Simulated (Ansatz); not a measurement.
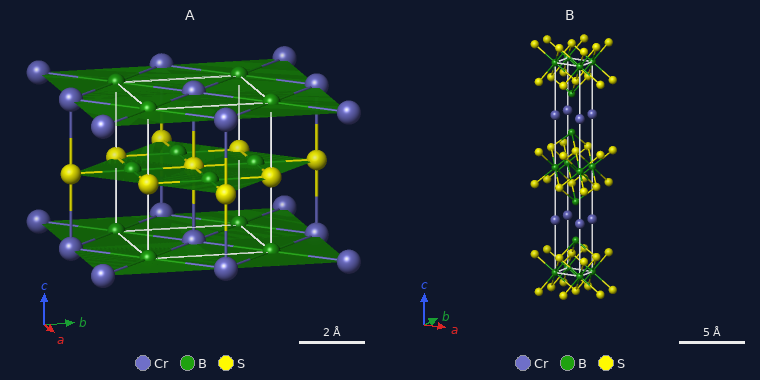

Two structures of CrB3S2, each relaxed to rest (conventional cells in solid outline, small ones repeated, not to one scale). Method: DFT PBE, scalar-relativistic, plane waves, PAW (Ansatz), with collinear spins.

> Name structures A and B.

A: 6 atoms a cell on a primitive tetragonal lattice, P4/mmm. B: 12 atoms a cell on a primitive hexagonal lattice, P6_3/mmc.

> A or B: which is lower in energy?

B is lower, by 439 meV/atom at this level of theory (energies at zero smearing). Volumes: A 12.3, B 9.9 Å³/atom.

One or both may be structure types tried for this composition rather than known phases.
